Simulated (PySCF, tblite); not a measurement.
**CH6NO2Si radical, a small gas-phase stand-in for a defect centre (C site with back bonds N[SiH3], O, O): EPR parameters**

Aim: the EPR parameters of `O[C](O)N[SiH3]`. It is drawn as: dangling bond.

Programs: tblite 0.8.0 and PySCF 2.14.0. All values are calculated, for the isolated system unless a continuum is named. Atoms count from 0, parts from 1.

## 1. The system as given

11 atoms, charge 0, multiplicity 2; geometry: distance geometry start.

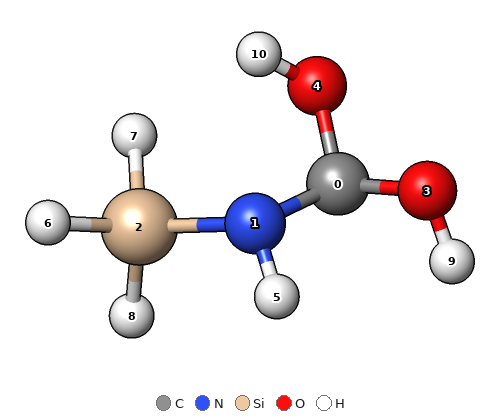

The starting geometry (carbon grey, nitrogen blue, silicon light orange, oxygen red, hydrogen white), atoms numbered.

## 2. Geometry optimisation with GFN2-xTB

What the job is given:

```
{"job": {"kind": "relax", "xc": "GFN2-xTB", "basis": "xTB"}, "charge": 0, "multiplicity": 2}
C      1.062707     0.377826     0.068512
N      0.154074    -0.506931     0.821756
Si    -1.470481    -0.436594     0.071210
O      2.326978     0.202887     0.615350
O      0.629099     1.689265     0.091841
H      0.546403    -1.454575     0.728995
H     -2.535319    -0.790297     1.017931
H     -1.751371     0.948917    -0.357109
H     -1.594684    -1.283702    -1.089629
H      2.706399    -0.603224     0.193260
H     -0.088172     1.837884     0.763210
```

Level: GFN2-xTB geometry optimisation, gas phase.

The run is started by

```console
$ OMP_NUM_THREADS=1 python cluster_run.py task.json out
```

The driver reads the jobs from task.json and runs them one after another.

The program printed:

```text
step      E/eV     max force
  0    -487.56629    2.769
  1    -487.78040    1.649
  2    -487.90864    0.813
  3    -487.94993    0.725
  4    -487.98855    0.373
  5    -488.00948    0.432
  6    -488.03238    0.391
  7    -488.05509    0.488
  8    -488.07538    0.418
  9    -488.09494    0.428
 10    -488.11641    0.425
 11    -488.13777    0.505
 12    -488.15280    0.316
 13    -488.15904    0.193
 14    -488.16222    0.200
 15    -488.16720    0.277
 16    -488.17310    0.222
 17    -488.17634    0.143
 18    -488.17729    0.104
 19    -488.17879    0.124
 20    -488.18047    0.167
 21    -488.18280    0.193
 22    -488.18513    0.180
 23    -488.18734    0.140
 24    -488.18921    0.110
 25    -488.19096    0.113
 26    -488.19296    0.131
 27    -488.19576    0.179
 28    -488.19941    0.218
 29    -488.20331    0.288
 30    -488.20583    0.357
 31    -488.20917    0.301
 32    -488.21322    0.224
 33    -488.21879    0.308
 34    -488.22305    0.269
 35    -488.22711    0.408
 36    -488.23069    0.175
 37    -488.23350    0.138
 38    -488.23669    0.306
 39    -488.24131    0.316
 40    -488.24783    0.352
 41    -488.25346    0.307
 42    -488.25795    0.487
 43    -488.26276    0.106
 44    -488.26617    0.093
 45    -488.26987    0.347
 46    -488.27307    0.192
 47    -488.27595    0.146
 48    -488.27908    0.116
 49    -488.28095    0.327
 50    -488.28273    0.152
 51    -488.28579    0.164
 52    -488.29337    0.201
 53    -488.29641    0.194
 54    -488.30181    0.144
 55    -488.30640    0.194
 56    -488.31413    0.355
 57    -488.32333    0.426
 58    -488.32332    1.031
 59    -488.34029    0.235
 60    -488.33181    1.046
 61    -488.34466    0.233
 62    -488.34571    0.183
 63    -488.34717    0.146
 64    -488.34915    0.132
 65    -488.35156    0.138
 66    -488.35462    0.115
 67    -488.35715    0.153
 68    -488.35803    0.275
 69    -488.36060    0.158
 70    -488.36208    0.106
 71    -488.36383    0.084
 72    -488.36423    0.095
 73    -488.36510    0.125
 74    -488.36700    0.143
 75    -488.36800    0.098
 76    -488.36848    0.051
 77    -488.36870    0.048
 78    -488.36889    0.048
 79    -488.36911    0.046
 80    -488.36965    0.055
 81    -488.37002    0.062
 82    -488.37050    0.069
 83    -488.37100    0.070
 84    -488.37155    0.054
 85    -488.37188    0.038
 86    -488.37200    0.045
 87    -488.37210    0.065
 88    -488.37225    0.058
 89    -488.37247    0.086
 90    -488.37278    0.063
 91    -488.37320    0.051
 92    -488.37360    0.050
 93    -488.37404    0.053
 94    -488.37447    0.050
 95    -488.37488    0.050
 96    -488.37558    0.079
 97    -488.37655    0.135
 98    -488.37807    0.187
 99    -488.37992    0.214
100    -488.38202    0.142
101    -488.38437    0.167
102    -488.38576    0.191
103    -488.38879    0.147
104    -488.38976    0.253
105    -488.39101    0.160
106    -488.39374    0.182
107    -488.39556    0.146
108    -488.39762    0.198
109    -488.40083    0.117
110    -488.40165    0.259
111    -488.40301    0.203
112    -488.40427    0.126
113    -488.40530    0.063
114    -488.40622    0.084
115    -488.40662    0.073
116    -488.40692    0.125
117    -488.40739    0.049
118    -488.40778    0.031
119    -488.40818    0.064
120    -488.40832    0.054
121    -488.40848    0.036
122    -488.40857    0.024
123    -488.40865    0.024
124    -488.40874    0.026
125    -488.40885    0.029
126    -488.40894    0.025
127    -488.40899    0.019
128    -488.40904    0.024
129    -488.40909    0.032
130    -488.40917    0.034
131    -488.40924    0.030
132    -488.40931    0.031
133    -488.40937    0.035
134    -488.40944    0.037
135    -488.40956    0.041
136    -488.40973    0.038
137    -488.40993    0.036
138    -488.41012    0.037
139    -488.41027    0.033
140    -488.41041    0.033
141    -488.41054    0.050
142    -488.41063    0.035
143    -488.41071    0.041
144    -488.41076    0.040
145    -488.41080    0.030
146    -488.41085    0.019
147    -488.41088    0.014
148    -488.41091    0.013
149    -488.41093    0.014
150    -488.41095    0.016
151    -488.41096    0.013
152    -488.41096    0.009
153    -488.41097    0.004
```

It took 3.4 s on 1 thread of Arm Neoverse V1, shared host.

Along the way:

| step | energy from step 0 (eV) | largest force (eV/Å) |
| --- | --- | --- |
| 0 | 0.0000 | 2.7694 |
| 6 | -0.4661 | 0.3913 |
| 12 | -0.5865 | 0.3159 |
| 18 | -0.6110 | 0.1044 |
| 24 | -0.6229 | 0.1102 |
| 30 | -0.6395 | 0.3571 |
| 36 | -0.6644 | 0.1753 |
| 42 | -0.6917 | 0.4867 |
| 48 | -0.7128 | 0.1160 |
| 54 | -0.7355 | 0.1440 |
| 60 | -0.7655 | 1.0449 |
| 66 | -0.7883 | 0.1149 |
| 72 | -0.7979 | 0.0948 |
| 78 | -0.8026 | 0.0481 |
| 84 | -0.8053 | 0.0537 |
| 90 | -0.8065 | 0.0626 |
| 96 | -0.8093 | 0.0789 |
| 102 | -0.8195 | 0.1914 |
| 108 | -0.8313 | 0.1984 |
| 114 | -0.8399 | 0.0838 |
| 120 | -0.8420 | 0.0542 |
| 126 | -0.8426 | 0.0248 |
| 132 | -0.8430 | 0.0309 |
| 138 | -0.8438 | 0.0369 |
| 144 | -0.8445 | 0.0402 |
| 150 | -0.8447 | 0.0157 |
| 153 | -0.8447 | 0.0046 |

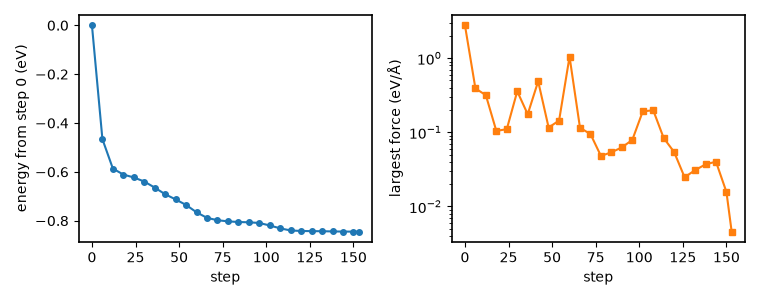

Energy and force, step by step.

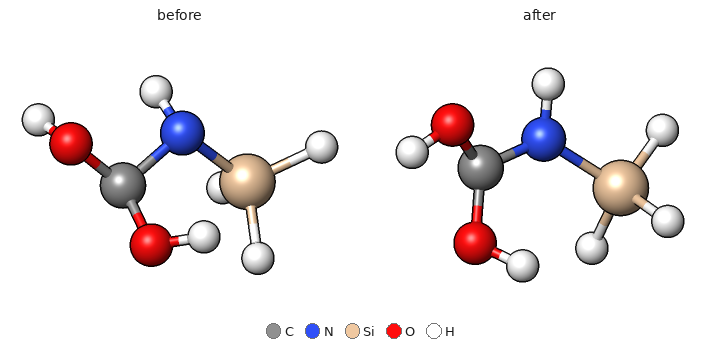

The geometry before (left) and after (right).

Distances of close pairs at the start and the end, largest changes first:

| bond | before (Å) | after (Å) | change (Å) |
| --- | --- | --- | --- |
| C0–N1 | 1.475 | 1.373 | -0.102 |
| N1–Si2 | 1.791 | 1.737 | -0.054 |
| O3–H9 | 0.986 | 0.963 | -0.023 |
| N1–H5 | 1.030 | 1.009 | -0.021 |
| O4–H10 | 0.994 | 0.973 | -0.020 |
| C0–O4 | 1.381 | 1.361 | -0.020 |
| Si2–H8 | 1.442 | 1.462 | +0.020 |
| Si2–H6 | 1.468 | 1.457 | -0.011 |

## 3. Optimising the geometry at PBE0-D3(BJ)/def2-SVP

What the job is given:

```
{"job": {"xc": "PBE0", "basis": "def2-SVP", "d3": "d3bj", "grid": 2, "kind": "geom", "shake": 0.01}, "charge": 0, "multiplicity": 2}
C      1.184313    -0.076864    -0.155416
N      0.033296    -0.734888     0.235472
Si    -1.636691    -0.344953    -0.127240
O      2.201248     0.008292     0.798886
O      1.017631     1.055692    -0.939675
H      0.243071    -1.343170     1.004961
H     -2.315572    -1.525282     0.357787
H     -2.107958     0.871217     0.557986
H     -1.687602    -0.108936    -1.541649
H      2.860976     0.579171     0.476762
H      0.239975     1.591220    -0.657575
```

The program printed:

```text
step   0  E = -535.69317626  max force = 0.052362
step   1  E = -535.70212810  max force = 0.021724
step   2  E = -535.70352716  max force = 0.010262
step   3  E = -535.70517894  max force = 0.005021
step   4  E = -535.70625602  max force = 0.003908
step   5  E = -535.70655775  max force = 0.003152
step   6  E = -535.70683306  max force = 0.002811
step   7  E = -535.70701977  max force = 0.003491
step   8  E = -535.70723495  max force = 0.002536
step   9  E = -535.70732668  max force = 0.001296
step  10  E = -535.70737093  max force = 0.000809
step  11  E = -535.70738048  max force = 0.000411
optimisation converged
```

It took 95 s on 1 thread of Arm Neoverse V1, shared host; peak memory 0.55 GiB.

Along the way:

| step | energy from step 0 (eV) | largest force component (eV/Å) |
| --- | --- | --- |
| 0 | 0.0000 | 2.6926 |
| 1 | -0.2436 | 1.1171 |
| 2 | -0.2817 | 0.5277 |
| 3 | -0.3266 | 0.2582 |
| 4 | -0.3559 | 0.2010 |
| 5 | -0.3641 | 0.1621 |
| 6 | -0.3716 | 0.1445 |
| 7 | -0.3767 | 0.1795 |
| 8 | -0.3826 | 0.1304 |
| 9 | -0.3851 | 0.0666 |
| 10 | -0.3863 | 0.0416 |
| 11 | -0.3865 | 0.0211 |

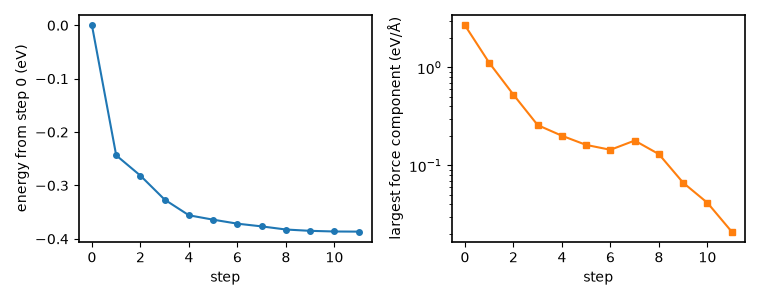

Energy and force, step by step.

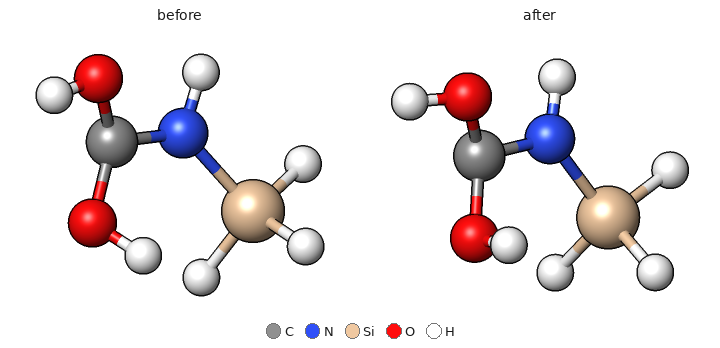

The geometry before (left) and after (right).

Close pairs (by a distance rule), those that changed most:

| bond | before (Å) | after (Å) | change (Å) |
| --- | --- | --- | --- |
| Si2–H8 | 1.435 | 1.493 | +0.058 |
| Si2–H6 | 1.445 | 1.493 | +0.047 |
| O3–H9 | 0.930 | 0.964 | +0.034 |
| C0–O3 | 1.397 | 1.369 | -0.029 |
| Si2–H7 | 1.473 | 1.494 | +0.021 |
| C0–O4 | 1.388 | 1.367 | -0.020 |
| O4–H10 | 0.985 | 0.974 | -0.011 |
| N1–H5 | 1.003 | 1.013 | +0.010 |

The next job starts from the end point, and lists it.

| at the end point | value |
| --- | --- |
| point group (found at 0.08 Å tolerance) | C1 |
| rotational constants (GHz, main isotopes) | 9.086, 2.399, 1.987 |
| dipole moment (D) | 1.33 |
| ⟨S²⟩ | 0.753 |

## 4. EPR parameters: B3LYP/IGLO-III+pcH-1

What the job is given:

```
{"job": {"kind": "epr"}, "charge": 0, "multiplicity": 2}
C      1.124871     0.068653    -0.116959
N      0.044805    -0.666277     0.354796
Si    -1.585654    -0.464149    -0.246966
O      2.102506     0.224827     0.827884
O      0.756061     1.206883    -0.778976
H      0.295163    -1.475199     0.911610
H     -2.365450    -1.552539     0.413388
H     -2.176463     0.854107     0.134863
H     -1.681872    -0.608081    -1.729998
H      2.912099     0.469781     0.365401
H      0.606305     1.913414    -0.124939
```

Method: UKS B3LYP, IGLO-III on C N O Si, pcH-1 on H, non-relativistic, mean-field spin-orbit, GIAO.

The program printed:

```text
UKS, coarse grid
  cycle   1  E = -536.36471866  |g| = 6.60e-01
  cycle   2  E = -536.16459521  |g| = 1.01e+00
  cycle   3  E = -536.51071000  |g| = 6.13e-02
  cycle   4  E = -536.51164474  |g| = 3.68e-02
  cycle   5  E = -536.51213188  |g| = 1.14e-02
  cycle   6  E = -536.51219179  |g| = 2.36e-03
  cycle   7  E = -536.51219492  |g| = 1.21e-03
  cycle   8  E = -536.51219601  |g| = 4.79e-04
UKS, final grid
  cycle   1  E = -536.51219195  |g| = 6.90e-04
  cycle   2  E = -536.51219168  |g| = 1.12e-03
  cycle   3  E = -536.51219213  |g| = 9.64e-05
  cycle   4  E = -536.51219213  |g| = 2.15e-05
E = -536.51219213 Eh   <S^2> = 0.7528 (exact 0.7500)
g shifts (ppm)      1          2          3
  rmc          -203       -203       -203
  gc             36         -0         13
  oz_so        -134        756        933
  total        -302        553        744
hyperfine (MHz)  atom isotope    a_iso     a_fc   dipolar eigenvalues
    0   13C     388.16     388.25    -65.52    -64.59    130.11
    1   14N      11.41      11.43     -7.12     -6.44     13.56
    2  29Si       6.89       6.89     -1.52      0.38      1.14
    3   17O     -13.25     -13.29    -33.61     16.08     17.53
    4   17O    -142.09    -142.09     -9.45      4.02      5.44
    5    1H      -8.67      -8.68     -8.99     -5.32     14.31
    6    1H      -2.25      -2.25     -1.75     -1.46      3.21
    7    1H      17.20      17.20     -1.77     -1.15      2.92
    8    1H       9.05       9.05     -1.97     -1.77      3.74
    9    1H      11.52      11.51    -12.44     -7.27     19.71
   10    1H     102.54     102.52     -5.12     -3.25      8.37
```

Run time: 41 s. Hardware: 1 thread of Arm Neoverse V1, shared host; peak memory 0.86 GiB.

Principal g values 2.00202, 2.00287, 2.00306; g(iso) = 2.00265, against 2.00232 for a free electron.

Hyperfine couplings, nucleus by nucleus at this fixed geometry (no averaging over rotations):

| nuclei | isotope | a(iso) (MHz) | a(iso) (G, at g = 2.0023) | largest dipolar term (MHz) |
| --- | --- | --- | --- | --- |
| C0 | 13C | 388.2 | 138.5 | 130.1 |
| O4 | 17O | -142.1 | -50.7 | -9.5 |
| H10 | 1H | 102.5 | 36.6 | 8.4 |
| H7 | 1H | 17.2 | 6.1 | 2.9 |
| O3 | 17O | -13.2 | -4.7 | -33.6 |
| H9 | 1H | 11.5 | 4.1 | 19.7 |
| N1 | 14N | 11.4 | 4.1 | 13.6 |
| H8 | 1H | 9.0 | 3.2 | 3.7 |
| H5 | 1H | -8.7 | -3.1 | 14.3 |
| Si2 | 29Si | 6.9 | 2.5 | -1.5 |
| H6 | 1H | -2.3 | -0.8 | 3.2 |

Mulliken spin populations:

| atom | value (e) |
| --- | --- |
| C0 | 0.81 |
| N1 | 0.08 |
| Si2 | 0.02 |
| O3 | 0.03 |
| O4 | -0.03 |
| H5 | -0.01 |
| H6 | 0.00 |
| H7 | 0.01 |
| H8 | 0.01 |
| H9 | 0.00 |
| H10 | 0.09 |

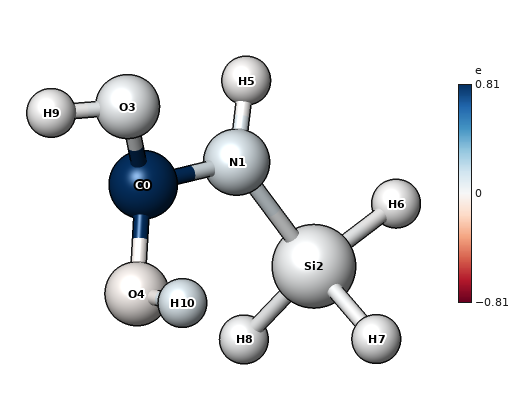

Mulliken spin populations, as colours on the atoms.

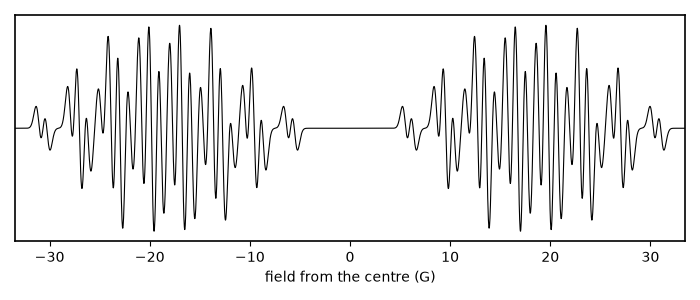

First-order isotropic spectrum (first derivative, main isotopes with spin only, couplings over 0.8 MHz, Gaussian width 0.3 G; couplings of the frozen geometry, rotation of groups not averaged beyond the rows shown).

## 5. g tensor and hyperfine couplings: BHandHLYP/IGLO-III+pcH-1

Settings changed since step 4:

```diff
@@ -1,2 +1,2 @@
-{"job": {"kind": "epr"}, "charge": 0, "multiplicity": 2}
+{"job": {"kind": "epr", "xc": "BHandHLYP"}, "charge": 0, "multiplicity": 2}
 C      1.124871     0.068653    -0.116959
```

Level: UKS BHandHLYP, IGLO-III on C N O Si, pcH-1 on H, non-relativistic, mean-field spin-orbit, GIAO.

The program printed:

```text
UKS, coarse grid
  cycle   1  E = -536.23387626  |g| = 5.59e-01
  cycle   2  E = -536.23842939  |g| = 5.88e-01
  cycle   3  E = -536.35014223  |g| = 4.31e-02
  cycle   4  E = -536.35127005  |g| = 2.01e-02
  cycle   5  E = -536.35151771  |g| = 9.40e-03
  cycle   6  E = -536.35158986  |g| = 3.19e-03
  cycle   7  E = -536.35160553  |g| = 8.95e-04
  cycle   8  E = -536.35160683  |g| = 4.09e-04
UKS, final grid
  cycle   1  E = -536.35160254  |g| = 3.68e-04
  cycle   2  E = -536.35160255  |g| = 4.17e-04
  cycle   3  E = -536.35160261  |g| = 6.34e-05
  cycle   4  E = -536.35160262  |g| = 3.98e-05
  cycle   5  E = -536.35160262  |g| = 5.93e-06
E = -536.35160262 Eh   <S^2> = 0.7544 (exact 0.7500)
g shifts (ppm)      1          2          3
  rmc          -207       -207       -207
  gc             32          2         13
  oz_so        -141        736        887
  total        -316        530        693
hyperfine (MHz)  atom isotope    a_iso     a_fc   dipolar eigenvalues
    0   13C     433.66     433.76    -70.12    -68.98    139.10
    1   14N      11.49      11.51     -6.84     -6.36     13.19
    2  29Si       8.48       8.48     -1.15      0.15      1.01
    3   17O     -14.82     -14.86    -33.88     15.93     17.94
    4   17O    -127.60    -127.61     -9.82      4.59      5.23
    5    1H      -9.89      -9.91     -9.10     -5.60     14.70
    6    1H      -2.06      -2.06     -1.72     -1.45      3.16
    7    1H      14.41      14.41     -1.71     -1.25      2.96
    8    1H       6.91       6.91     -1.98     -1.85      3.83
    9    1H      11.56      11.55    -12.96     -7.65     20.61
   10    1H      99.39      99.38     -5.39     -3.11      8.50
```

It took 47 s on 1 thread of Arm Neoverse V1, shared host; peak memory 0.86 GiB.

In short: g(iso) 2.00262.

## 6. Side by side: EPR parameters

g, ⟨S²⟩ and isotropic hyperfine couplings (MHz), with basis size and wall time:

| run | g(iso) | ⟨S²⟩ | 13C C0 | 17O O4 | 1H H10 | 1H H7 | 17O O3 | functions | time |
| --- | --- | --- | --- | --- | --- | --- | --- | --- | --- |
| B3LYP/IGLO-III+pcH-1 | 2.00265 | 0.753 | 388.2 | -142.1 | 102.5 | 17.2 | -13.2 | 244 | 41 s |
| BHandHLYP/IGLO-III+pcH-1 | 2.00262 | 0.754 | 433.7 | -127.6 | 99.4 | 14.4 | -14.8 | 244 | 47 s |

## 7. Outcome

| quantity | value |
| --- | --- |
| point group | C1 |
| rotational constants (main isotopes) | 9.09, 2.40, 1.99 GHz |
| g(iso) (B3LYP) | 2.00265 |
| ⟨S²⟩ | 0.753 (exact 0.75) |
| largest a(iso) | 13C on C0, 388.2 MHz |

What this shows: The start of the PBE0/def2-SVP relaxation was shaken at random by about 0.01 Å, so part of the energy gained, and of the first lengths quoted, undoes that. Relaxing lowered the energy by 0.387 eV in 11 steps; the close pair that moved most is Si2–H8, from 1.435 to 1.493 Å (PBE0/def2-SVP). C0 carries the largest spin population, 0.81 e. The isotropic g lies 0.3 ppt above the free-electron value. The coupling of 13C on C0 runs from 388.2 (B3LYP/IGLO-III+pcH-1) to 433.7 MHz (BHandHLYP/IGLO-III+pcH-1). A capped cluster stands for the solid here, so long-range fields and strain are missing, and bands or shifts of the capping hydrogens have no counterpart in it.
